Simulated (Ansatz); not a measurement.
Geometry relaxation, with input and output: AlHClF3

AlHClF3, computed with RHF/def2-SVP (Ansatz 0.2.0).

The input holds or restrains some coordinates. Forces given for the steps count only the free coordinates. It belongs to a series of runs on one base structure; here: pulled along the bonds that form and break, towards end B.

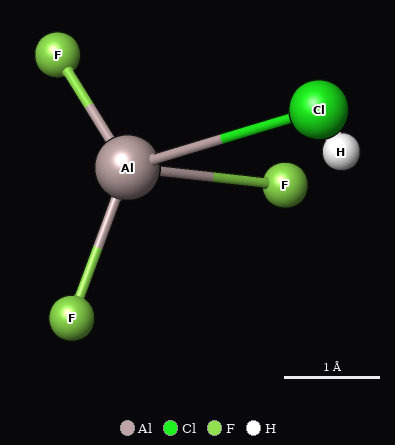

The structure as given in the input (ball-and-stick view, seen at a tilt). Sticks mark near contacts. Bond lengths as drawn: Al–Cl 2.58 Å and Al–F 1.69 to 1.99 Å.

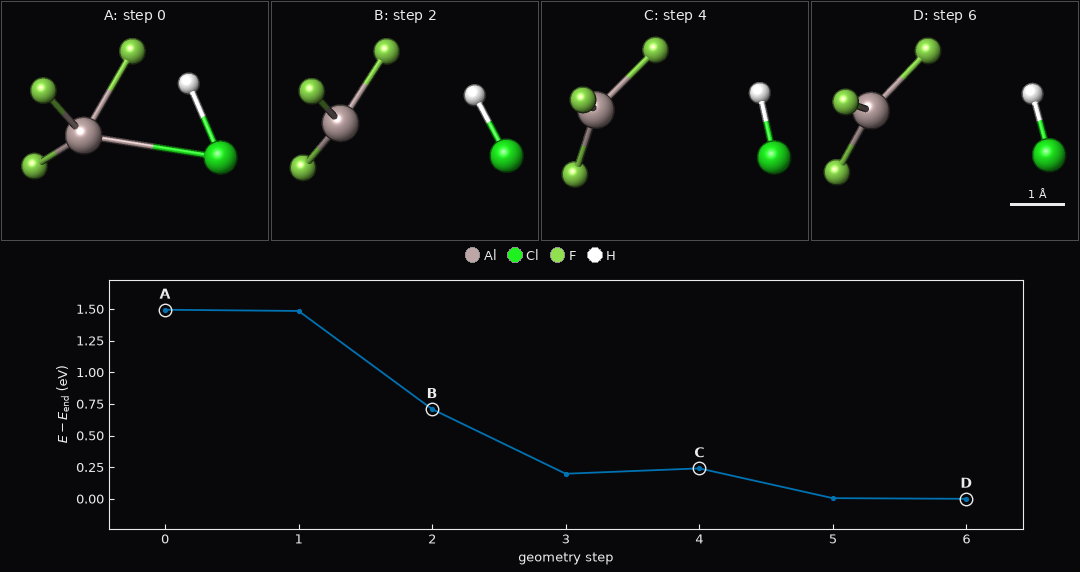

Frames of the restrained relaxation (ball-and-stick view, seen at a tilt) above the curves, on which the letters mark them (the first geometry is step 0 here and step 1 in the log).

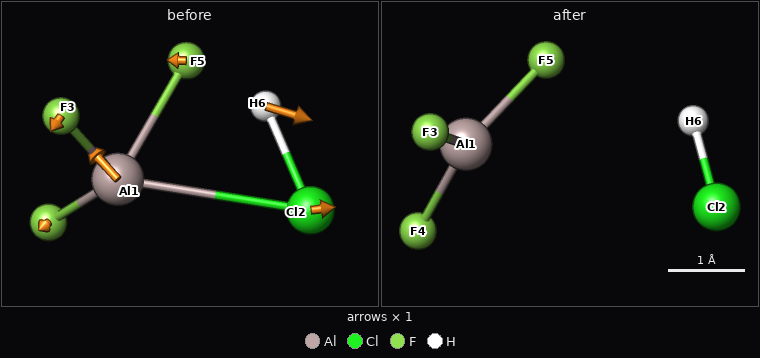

Before (left) and after (right) the restrained relaxation, at one scale (ball-and-stick view, seen at a tilt). The orange arrows give the displacements, at true length. After 6 geometry steps the energy has fallen by 1.494 eV. The largest force component goes from 3.5 to 1.3 eV/Å. The largest moves after the best rigid fit, 0.66 Å, are those of Al1 and H6. Largest moves by element: Al 0.66 Å, H 0.66 Å, Cl 0.35 Å, F 0.27 Å. Distances before and after: Al1–Cl2 2.580 → 3.424 Å, Al1–F5 1.990 → 1.666 Å, Cl2–H6 1.630 → 1.324 Å, Al1–F3 1.690 → 1.628 Å. Bonds break: Al1–Cl2 (2.58 → 3.42 Å). Among the angles that change: F3–Al1–F5 97.0° → 119.0°, F4–Al1–F5 101.2° → 119.4°. (Atoms are counted from 1 in the order of the input.)

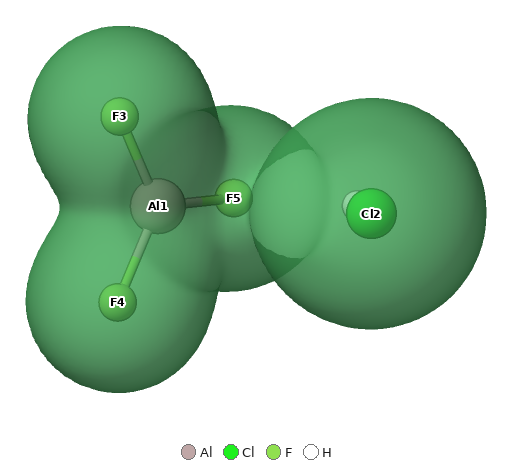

Isosurface of the total electron density at 0.03 e/Å³ (green), seen face on. At this value the surface is in one piece. On the grid the lowest density along these lines, outside the cores, is 0.04 e/Å³ (Al···Cl, 3.42 Å), 0.74 e/Å³ (Al–F, 1.63 Å) and 1.6 e/Å³ (Cl–H, 1.32 Å).

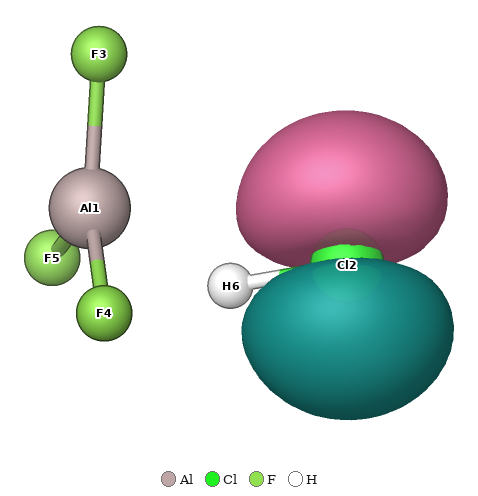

The HOMO at ±0.15 Å⁻³ᐟ² (teal and pink are the two phases), seen at an oblique angle. Its energy is −13.21 eV.

The input and output of the run follow.

### Input
```yaml
crystal:
  periodic: [false, false, false]
  atoms:
    - { symbol: Al, position_ang: [0.0, 0.0, 0.0] }
    - { symbol: Cl, position_ang: [0.0, 0.0, 2.58] }
    - { symbol: F, position_ang: [1.4635, 0.0, -0.845] }
    - { symbol: F, position_ang: [-1.4635, 0.0, -0.845] }
    - { symbol: F, position_ang: [0.0832, -1.8866, 0.6275] }
    - { symbol: H, position_ang: [0.0621, -1.4096, 1.7633] }
basis:
  gaussian: { orbitals: def2-SVP }
hamiltonian:
  xc: hf
relax:
  f_tol: 0.15
  max_steps: 25
  restrain:
    - { distance: [0, 4], at: 1.69, k: 30.0 }
    - { distance: [5, 1], at: 1.37, k: 30.0 }
    - { distance: [0, 1], at: 3.43, k: 30.0 }
    - { distance: [5, 4], at: 2.12, k: 30.0 }
output:
  orbitals: {}
```

Launch command:
```bash
ansatz run input.yaml --threads 1 --pin off --max-ram 2048MiB --backend cpu --events-out ev --progress --plain --runs-dir out
```

### What the program printed
```
The last accepted step is kept in [file] (removed where the run ends without a failure and the disk answers)
Engine: ansatz 0.2.0, x86_64-unknown-linux-gnu
Functional definition: HF
  exchange = exact_x
  correlation = 0
808 factors; integrals over basis functions are off by at most 4.3e-4 eV
mean field evaluation 1: about -27208.7274 eV, gradient 4.4e1 eV
mean field evaluation 2: about -27208.7597 eV, gradient 4.4e1 eV
mean field evaluation 4: about -27212.1866 eV, gradient 1.8e0 eV
mean field evaluation 8: about -27212.2095 eV, gradient 1.4e-1 eV
mean field -27212.20963020 eV, -1000.0302588118 hartree, gradient 5.6e-5 eV, S^2 0.000000; 0 other end points of the search recorded, 0 dependent functions left out
the calculation of the forces begins
reference -27212.20963020 eV, -1000.0302588118 hartree; 29, 29 occupied and 54, 54 virtual orbitals, 808 factors
relax step   1: F+E_penalty+E_count = -27212.20963020 eV  Δ(F+E_penalty+E_count) = +0.000e0 eV  max|allowed force component| = 3.492e0 eV/Å  E_restraint = 25.02943983 eV  max|allowed force component, restraints' pulls added| = 2.672e1 eV/Å  Δτ_max = 0.0000 Å  (36 SCF iters, accepted)
  distance Al 0 - F 4 = 1.9900 Å
  distance H 5 - Cl 1 = 1.6303 Å
  distance Al 0 - Cl 1 = 2.5800 Å
  distance H 5 - F 4 = 1.2321 Å
these checks for a lower state are left out or cut short: starts, cluster_reference, orbital_swaps, neighbouring_geometries, increment
808 factors; integrals over basis functions are off by at most 4.2e-4 eV
mean field evaluation 16: about -27212.2183 eV, gradient 7.5e-1 eV
mean field -27212.21922132 eV, -1000.0306112787 hartree, gradient 8.6e-5 eV, S^2 0.000000; 0 other end points of the search recorded, 0 dependent functions left out
the calculation of the forces begins
reference -27212.21922132 eV, -1000.0306112787 hartree; 29, 29 occupied and 54, 54 virtual orbitals, 808 factors
relax step   2: F+E_penalty+E_count = -27212.21922132 eV  Δ(F+E_penalty+E_count) = -9.591e-3 eV  max|allowed force component| = 4.424e0 eV/Å  E_restraint = 9.74898021 eV  max|allowed force component, restraints' pulls added| = 2.029e1 eV/Å  Δτ_max = 0.1966 Å  (39 SCF iters, accepted)
  distance Al 0 - F 4 = 1.8655 Å
  distance H 5 - Cl 1 = 1.5164 Å
  distance Al 0 - Cl 1 = 2.9300 Å
  distance H 5 - F 4 = 1.5303 Å
these checks for a lower state are left out or cut short: starts, cluster_reference, orbital_swaps, neighbouring_geometries, increment
808 factors; integrals over basis functions are off by at most 8.1e-4 eV
mean field -27212.99516977 eV, -1000.0591268583 hartree, gradient 6.6e-5 eV, S^2 0.000000; 0 other end points of the search recorded, 0 dependent functions left out
the calculation of the forces begins
reference -27212.99516977 eV, -1000.0591268583 hartree; 29, 29 occupied and 54, 54 virtual orbitals, 808 factors
relax step   3: F+E_penalty+E_count = -27212.99516977 eV  Δ(F+E_penalty+E_count) = -7.759e-1 eV  max|allowed force component| = 3.849e0 eV/Å  E_restraint = 2.23045374 eV  max|allowed force component, restraints' pulls added| = 9.020e0 eV/Å  Δτ_max = 0.1948 Å  (31 SCF iters, accepted)
  distance Al 0 - F 4 = 1.7402 Å
  distance H 5 - Cl 1 = 1.3751 Å
  distance Al 0 - Cl 1 = 3.1519 Å
  distance H 5 - F 4 = 1.8576 Å
these checks for a lower state are left out or cut short: starts, cluster_reference, orbital_swaps, neighbouring_geometries, increment
809 factors; integrals over basis functions are off by at most 7.2e-4 eV
mean field evaluation 32: about -27213.5055 eV, gradient 5.6e-3 eV
mean field -27213.50549955 eV, -1000.0778811320 hartree, gradient 6.6e-5 eV, S^2 0.000000; 0 other end points of the search recorded, 0 dependent functions left out
the calculation of the forces begins
reference -27213.50549955 eV, -1000.0778811320 hartree; 29, 29 occupied and 54, 54 virtual orbitals, 809 factors
relax step   4: F+E_penalty+E_count = -27213.50549955 eV  Δ(F+E_penalty+E_count) = -5.103e-1 eV  max|allowed force component| = 1.218e0 eV/Å  E_restraint = 0.11725764 eV  max|allowed force component, restraints' pulls added| = 2.083e0 eV/Å  Δτ_max = 0.1947 Å  (31 SCF iters, accepted)
  distance Al 0 - F 4 = 1.6546 Å
  distance H 5 - Cl 1 = 1.3112 Å
  distance Al 0 - Cl 1 = 3.3812 Å
  distance H 5 - F 4 = 2.0929 Å
these checks for a lower state are left out or cut short: starts, cluster_reference, orbital_swaps, neighbouring_geometries, increment
808 factors; integrals over basis functions are off by at most 9.6e-4 eV
mean field -27213.46309003 eV, -1000.0763226110 hartree, gradient 6.5e-5 eV, S^2 0.000000; 0 other end points of the search recorded, 0 dependent functions left out
the calculation of the forces begins
reference -27213.46309003 eV, -1000.0763226110 hartree; 29, 29 occupied and 54, 54 virtual orbitals, 808 factors
relax step   5: F+E_penalty+E_count = -27213.46309003 eV  Δ(F+E_penalty+E_count) = +4.241e-2 eV  max|allowed force component| = 2.311e0 eV/Å  E_restraint = 0.00541727 eV  max|allowed force component, restraints' pulls added| = 2.758e0 eV/Å  Δτ_max = 0.1948 Å  (32 SCF iters, accepted)
  distance Al 0 - F 4 = 1.6955 Å
  distance H 5 - Cl 1 = 1.3567 Å
  distance Al 0 - Cl 1 = 3.4420 Å
  distance H 5 - F 4 = 2.1231 Å
these checks for a lower state are left out or cut short: starts, cluster_reference, orbital_swaps, neighbouring_geometries, increment
808 factors; integrals over basis functions are off by at most 1.1e-3 eV
mean field -27213.69843609 eV, -1000.0849714190 hartree, gradient 6.8e-5 eV, S^2 0.000000; 0 other end points of the search recorded, 0 dependent functions left out
the calculation of the forces begins
reference -27213.69843609 eV, -1000.0849714190 hartree; 29, 29 occupied and 54, 54 virtual orbitals, 808 factors
relax step   6: F+E_penalty+E_count = -27213.69843609 eV  Δ(F+E_penalty+E_count) = -2.353e-1 eV  max|allowed force component| = 1.355e0 eV/Å  E_restraint = 0.04726269 eV  max|allowed force component, restraints' pulls added| = 4.845e-1 eV/Å  Δτ_max = 0.2000 Å  (31 SCF iters, accepted)
  distance Al 0 - F 4 = 1.6629 Å
  distance H 5 - Cl 1 = 1.3232 Å
  distance Al 0 - Cl 1 = 3.4193 Å
  distance H 5 - F 4 = 2.1306 Å
these checks for a lower state are left out or cut short: starts, cluster_reference, orbital_swaps, neighbouring_geometries, increment
808 factors; integrals over basis functions are off by at most 1.1e-3 eV
mean field -27213.70373497 eV, -1000.0851661493 hartree, gradient 7.6e-5 eV, S^2 0.000000; 0 other end points of the search recorded, 0 dependent functions left out
the calculation of the forces begins
reference -27213.70373497 eV, -1000.0851661493 hartree; 29, 29 occupied and 54, 54 virtual orbitals, 808 factors
relax step   7: F+E_penalty+E_count = -27213.70373497 eV  Δ(F+E_penalty+E_count) = -5.299e-3 eV  max|allowed force component| = 1.313e0 eV/Å  E_restraint = 0.04197477 eV  max|allowed force component, restraints' pulls added| = 4.944e-2 eV/Å  Δτ_max = 0.0717 Å  (32 SCF iters, accepted)
  distance Al 0 - F 4 = 1.6656 Å
  distance H 5 - Cl 1 = 1.3237 Å
  distance Al 0 - Cl 1 = 3.4242 Å
  distance H 5 - F 4 = 2.1252 Å
808 factors; integrals over basis functions are off by at most 1.1e-3 eV
mean field evaluation 64: about -27213.7024 eV, gradient 5.1e-1 eV
mean field -27213.70373497 eV, -1000.0851661493 hartree, gradient 7.6e-5 eV, S^2 0.000000; 1 other end points of the search recorded, 0 dependent functions left out
the calculation of the forces begins
reference -27213.70373497 eV, -1000.0851661493 hartree; 29, 29 occupied and 54, 54 virtual orbitals, 808 factors
Total energy: -27213.70373497 eV, -1000.0851661493 hartree
Atom 0 at     0.015344    -0.440852    -0.494297 Å, force     0.046956    -0.592092     0.588959 eV/Å
Atom 1 at     0.036976    -0.086185     2.911423 Å, force    -0.006627    -1.309830    -0.741779 eV/Å
Atom 2 at     1.423869     0.234704    -0.954152 Å, force    -0.013070    -0.004671    -0.001570 eV/Å
Atom 3 at    -1.415767     0.177586    -0.963271 Å, force    -0.002614    -0.007631     0.005477 eV/Å
Atom 4 at     0.046413    -1.867600     0.364648 Å, force    -0.029485     0.601662    -0.492837 eV/Å
Atom 5 at     0.038466    -1.313853     2.416450 Å, force     0.004840     1.312562     0.641750 eV/Å
Dipole moment:    -0.004276    -0.230847    -0.016172 e Å
```

### Trajectory as extended XYZ (Å, eV, eV/Å), 7 frames, from step=1 to step=7
```
6
Properties=species:S:1:pos:R:3:forces:R:3 step=1 energy=-27212.20963
Al    0.0000    0.0000    0.0000    0.1563  -3.4921  -0.3899
Cl    0.0000    0.0000    2.5800    0.0185  -0.3023  -2.2208
F     1.4635    0.0000   -0.8450   -1.4607   0.8448   1.1539
F    -1.4635    0.0000   -0.8450    1.4774   0.7225   1.2295
F     0.0832   -1.8866    0.6275   -0.2195   2.7169   1.9759
H     0.0621   -1.4096    1.7633    0.0280  -0.4897  -1.7487
6
Properties=species:S:1:pos:R:3:forces:R:3 step=2 energy=-27212.21922
Al    0.0030   -0.1089   -0.1600    0.1570  -4.4242   0.2019
Cl    0.0024   -0.0525    2.7695    0.1021  -2.2507  -2.7243
F     1.4844    0.0145   -0.8684   -0.5424   0.9799   0.4360
F    -1.4820    0.0120   -0.8658    0.6243   0.8213   0.5592
F     0.0799   -1.8562    0.4891   -0.2596   2.9621   0.2109
H     0.0576   -1.3051    1.9165   -0.0814   1.9115   1.3162
6
Properties=species:S:1:pos:R:3:forces:R:3 step=3 energy=-27212.99517
Al    0.0058   -0.2105   -0.2811    0.0710  -3.8486   0.3642
Cl    0.0042   -0.0881    2.8684    0.0801  -1.7652  -1.8884
F     1.4913    0.0325   -0.8719    0.3560   1.1541  -0.0983
F    -1.4866    0.0271   -0.8668   -0.1987   0.9524   0.0580
F     0.0762   -1.8348    0.3393   -0.2405   1.9325   0.0604
H     0.0545   -1.2225    2.0930   -0.0679   1.5747   1.5042
6
Properties=species:S:1:pos:R:3:forces:R:3 step=4 energy=-27213.50550
Al    0.0081   -0.3390   -0.4274    0.1535  -1.2177  -0.1817
Cl    0.0048   -0.0897    2.9447    0.0401  -0.8416  -0.9198
F     1.5211    0.0972   -0.8826   -0.5488   0.6000   0.0158
F    -1.5110    0.0814   -0.8720    0.5198   0.4896   0.0677
F     0.0669   -1.8419    0.2623   -0.1320   0.2630   0.2763
H     0.0554   -1.2042    2.2557   -0.0325   0.7068   0.7417
6
Properties=species:S:1:pos:R:3:forces:R:3 step=5 energy=-27213.46309
Al    0.0112   -0.4440   -0.5914    0.1035  -1.8268   2.3105
Cl    0.0035   -0.0294    2.8256    0.0988  -2.1111  -0.8585
F     1.4722    0.1891   -0.8276    0.4599   0.4637  -0.5967
F    -1.4622    0.1652   -0.8151   -0.4555   0.3754  -0.5552
F     0.0595   -1.8718    0.3216   -0.1078   0.9570  -1.0908
H     0.0611   -1.3053    2.3677   -0.0989   2.1418   0.7907
6
Properties=species:S:1:pos:R:3:forces:R:3 step=6 energy=-27213.69844
Al    0.0149   -0.4109   -0.4855    0.0088  -0.5153   0.2640
Cl    0.0165   -0.1099    2.9205    0.0506  -1.2886  -0.6442
F     1.4279    0.2221   -1.0097   -0.1919  -0.0342   0.1412
F    -1.4172    0.1786   -1.0095    0.2022  -0.0421   0.1505
F     0.0426   -1.8223    0.3933   -0.0166   0.5246  -0.4689
H     0.0606   -1.3538    2.4717   -0.0531   1.3555   0.5573
6
Properties=species:S:1:pos:R:3:forces:R:3 step=7 energy=-27213.70373
Al    0.0153   -0.4409   -0.4943    0.0470  -0.5921   0.5890
Cl    0.0370   -0.0862    2.9114   -0.0066  -1.3098  -0.7418
F     1.4239    0.2347   -0.9542   -0.0131  -0.0047  -0.0016
F    -1.4158    0.1776   -0.9633   -0.0026  -0.0076   0.0055
F     0.0464   -1.8676    0.3646   -0.0295   0.6017  -0.4928
H     0.0385   -1.3139    2.4165    0.0048   1.3126   0.6418
```

### Results in brief

```tsv
quantity	value
outcome	converged under the restraints of the input
total energy	−27213.7037 eV
mean-field energy	−27213.7037 eV
largest force (length of the vector) at the end, held atoms and coordinates included	1.505 eV/Å
hardware	1 thread of Intel Xeon @ 2.60GHz (Ice Lake), 24 GiB of memory available, shared host
wall time	9.3 s
peak memory	0.17 GiB
```
